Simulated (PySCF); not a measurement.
**One shape, several levels: CH4F2SeSi (SMILES F[SiH](F)C[SeH])**

Aim: a comparison of 4 runs (PBE/3-21G, B3LYP/6-31G*, PBE0/def2-SVP, PBE/def2-SVPD) of CH4F2SeSi. 

Program for the calculation: PySCF 2.14.0.

**1. The system as given**

CH4F2SeSi: 9 atoms, total charge 0, spin state singlet. SMILES: `F[SiH](F)C[SeH]`. The shape comes from GFN2-xTB, which is rough for such elements, and wasn't checked as a minimum. This is one conformer, not always the lowest.

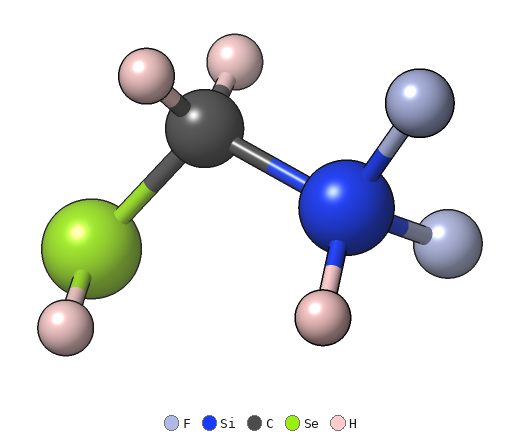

The structure, seen from a chosen angle (fluorine light blue, silicon blue, carbon dark grey, selenium green, hydrogen pink).

**2. Energy and gradient at PBE/3-21G (run 1)**

geometry.xyz reads:

```xyz
9

F     -0.287150    -0.583620     2.121540
Si     0.282840     0.386770     0.994300
F      1.798420     0.609940     1.451180
C      0.300180    -0.517130    -0.667600
Se    -1.492100    -0.688980    -1.484650
H     -0.419350     1.645040     1.059870
H      0.640750    -1.547350    -0.545950
H      0.946770    -0.037430    -1.401750
H     -1.770360     0.732760    -1.526930
```

job.py reads:

```python
from pyscf import gto, dft

mol = gto.M(
    atom='geometry.xyz',
    charge=0,
    max_memory=1860,
    basis='3-21g',
    verbose=4,
)

mf = dft.RKS(mol)
mf.xc = 'pbe'
mf.grids.level = 5
mf.conv_tol = 1e-10
mf.kernel()
if not mf.converged:
    mf = mf.newton().run(mf.mo_coeff, mf.mo_occ)

energy = mf.e_tot
print('Final energy', energy)
grad = mf.nuc_grad_method().kernel()
dip = mf.dip_moment()
pop, q = mf.mulliken_pop()
```

Launch:

```
$ OMP_NUM_THREADS=1 python job.py
```

Output:

```text
PySCF version 2.14.0

[... 82 lines left out ...]
converged SCF energy = -2916.35343660049
Final energy -2916.3534366004947
[... 12 lines left out ...]
Dipole moment(X, Y, Z, Debye): -0.06222,  1.15032, -1.65128
[... 80 lines left out ...]
charge of    8H =      0.02168
```

Run time: 31 s. Hardware: 1 thread of Intel Xeon at 2.70GHz, shared host; peak memory 0.69 GiB.

**3. Energy and forces at B3LYP/6-31G(d) (Cartesian functions) (run 2)**

input.xyz reads:

```xyz
9
CH4F2SeSi
F     -0.287150    -0.583620     2.121540
Si     0.282840     0.386770     0.994300
F      1.798420     0.609940     1.451180
C      0.300180    -0.517130    -0.667600
Se    -1.492100    -0.688980    -1.484650
H     -0.419350     1.645040     1.059870
H      0.640750    -1.547350    -0.545950
H      0.946770    -0.037430    -1.401750
H     -1.770360     0.732760    -1.526930
```

run.py reads:

```python
from pyscf import gto, dft

system = gto.M(
    atom='input.xyz',
    cart=True,
    verbose=4,
    max_memory=1860,
    basis='6-31g*',
    spin=0,
)

mf = dft.RKS(system)
mf.xc = 'b3lyp'
mf.grids.level = 5
mf.conv_tol = 1e-10
mf.kernel()
if not mf.converged:
    mf = mf.newton().run(mf.mo_coeff, mf.mo_occ)

e_final = mf.e_tot
print('E(%s) = %.9f' % ('B3LYP', e_final))
grad = mf.nuc_grad_method().kernel()
mf.analyze()
```

Launch:

```
$ OMP_NUM_THREADS=1 python run.py
```

Output:

```text
PySCF version 2.14.0

[... 109 lines left out ...]
MO #7   energy= -24.69530266831    occ= 2
[... 19 lines left out ...]
MO #27  energy= -0.564432604307031 occ= 2
[... 19 lines left out ...]
MO #47  energy= 0.184906129701263  occ= 0
[... 19 lines left out ...]
MO #67  energy= 0.891301675350145  occ= 0
[... 19 lines left out ...]
MO #87  energy= 1.85123159984108   occ= 0
[... 19 lines left out ...]
MO #107 energy= 89.7078053662854   occ= 0
[... 119 lines left out ...]
Dipole moment(X, Y, Z, Debye):  0.14182,  1.05741, -1.47569
```

Wall time 65 s (1 thread of Intel Xeon at 2.70GHz, shared host); peak memory 1.1 GiB.

Run 3 isn't shown in full; the table further down has it.

**4. Energy and forces at PBE/def2-SVPD (run 4)**

job.py reads:

```python
from pyscf import gto, dft

mol = gto.M(
    atom='''
F     -0.542635    -1.102882     4.009130
Si     0.534490     0.730889     1.878955
F      3.398521     1.152620     2.742333
C      0.567258    -0.977234    -1.261581
Se    -2.819660    -1.301984    -2.805582
H     -0.792457     3.108675     2.002864
H      1.210842    -2.924068    -1.031696
H      1.789136    -0.070732    -2.648924
H     -3.345496     1.384716    -2.885480
''',
    unit='bohr',
    basis='def2-svpd',
    spin=0,
    max_memory=1860,
    verbose=4,
)

mf = dft.RKS(mol)
mf.xc = 'pbe'
mf.conv_tol = 1e-10
mf.grids.level = 5
mf.kernel()
if not mf.converged:
    mf = mf.newton().run(mf.mo_coeff, mf.mo_occ)

e_final = mf.e_tot
print('Final energy', e_final)
grad = mf.nuc_grad_method().kernel()
dip = mf.dip_moment()
pop, q = mf.mulliken_pop()
```

Launch:

```
$ OMP_NUM_THREADS=1 python job.py
```

Output:

```text
PySCF version 2.14.0

[... 84 lines left out ...]
converged SCF energy = -2930.06101365894
Final energy -2930.0610136589407
[... 12 lines left out ...]
Dipole moment(X, Y, Z, Debye): -0.06167,  0.81841, -1.68103
[... 173 lines left out ...]
charge of    8H =      0.11661
```

Run time: 1.8 min. Hardware: 1 thread of Intel Xeon at 2.70GHz, shared host; peak memory 2 GiB.

**5. All runs side by side**

| run | level | Cartesian functions | energy (Eh) | dipole moment (D) | HOMO energy (eV) | LUMO energy (eV) | wall time |
| --- | --- | --- | --- | --- | --- | --- | --- |
| 1 | PBE/3-21G | no | -2916.353437 | 2.01 | -5.41 | -0.79 | 31 s |
| 2 | B3LYP/6-31G* (Cartesian functions) | yes | -2931.106586 | 1.82 | -6.50 | -0.39 | 65 s |
| 3 | PBE0/def2-SVP | no | -2930.148108 | 1.93 | -6.80 | -0.11 | 65 s |
| 4 | PBE/def2-SVPD | no | -2930.061014 | 1.87 | -5.79 | -1.45 | 1.8 min |

**6. Outcome**

```
                       quantity           value
            run 4: total energy  -2930.06101 Eh
           run 4: dipole moment          1.87 D
             run 4: HOMO energy        -5.79 eV
             run 4: LUMO energy        -1.45 eV
           run 4: HOMO–LUMO gap         4.34 eV
run 4: largest force on an atom      1.849 eV/Å
```

In words: The dipole moment (its size) runs from 1.82 D (B3LYP/6-31G*) to 2.01 D (PBE/3-21G). The two ends differ in method and basis. The HOMO–LUMO gap runs from 4.34 eV (PBE/def2-SVPD) to 6.68 eV (PBE0/def2-SVP). Totals of different functionals can't be ranked against each other. All runs together took 4.5 min, the longest 1.8 min.
